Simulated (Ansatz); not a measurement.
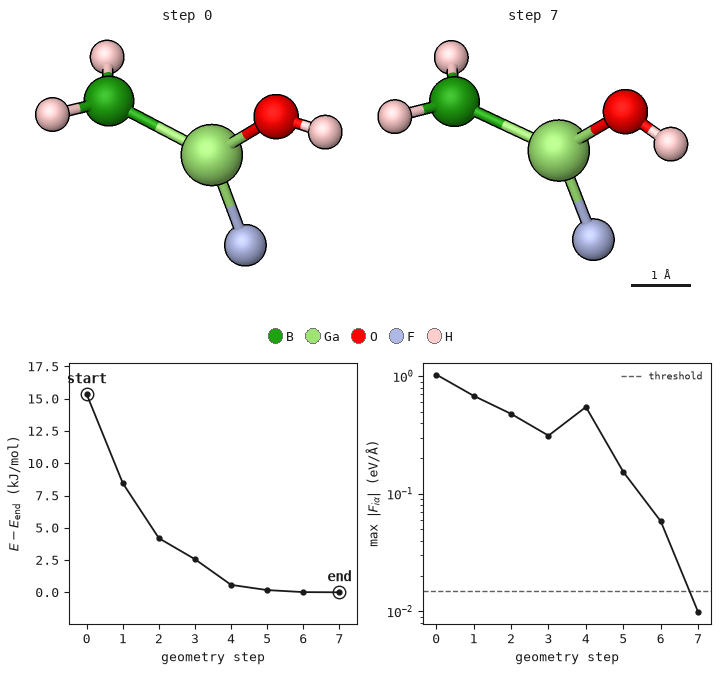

First and last geometry of a relaxation of GaBH3OF, with the history of the run. A ball-and-stick model, seen at a tilt.

The run prepares an end point of a later path (torsion) calculation, from a guessed geometry.

Level of theory: RKS r2SCAN-D4/def2-SVP (Ansatz 0.2.0).

The input:
```yaml
crystal:
  periodic: [false, false, false]
  atoms:
    - { symbol: B, position_ang: [-0.8489, 1.32281, -0.09084] }
    - { symbol: Ga, position_ang: [-0.00754, -0.55291, -0.03457] }
    - { symbol: O, position_ang: [1.67913, -0.81512, 0.27884] }
    - { symbol: F, position_ang: [-0.89329, -2.08322, -0.28822] }
    - { symbol: H, position_ang: [-0.90755, 1.90733, -1.0956] }
    - { symbol: H, position_ang: [-1.26753, 1.80184, 0.88399] }
    - { symbol: H, position_ang: [2.24569, -1.58073, 0.3464] }
basis:
  gaussian: { orbitals: def2-SVP }
hamiltonian:
  xc: r2scan
  dispersion: d4
relax:
  f_tol: 0.015
  max_steps: 40
```

Run as
```bash
ansatz run input.yaml --threads 2 --pin off --max-ram 3072MiB --backend cpu --events-out ev --progress --plain --runs-dir out
```

Read the history and describe the run.

Answer. It converged. H7 moves most after the best rigid fit: 0.25 Å. Largest moves by element: H 0.25 Å, O 0.14 Å, F 0.14 Å, Ga 0.10 Å, B 0.02 Å. Some distances before and after: Ga2–O3 1.735 → 1.780 Å, B1–H5 1.164 → 1.205 Å, Ga2–F4 1.786 → 1.767 Å, O3–H7 0.955 → 0.967 Å. Among the angles between lasting bonds that change: Ga2–O3–H7 135.3° → 112.8°, B1–Ga2–O3 122.7° → 126.5°, B1–Ga2–F4 125.1° → 122.7°. After 7 geometry steps the energy has fallen by 15.3 kJ/mol. Largest force component: 1 eV/Å at the start, 0.0099 eV/Å at the end.
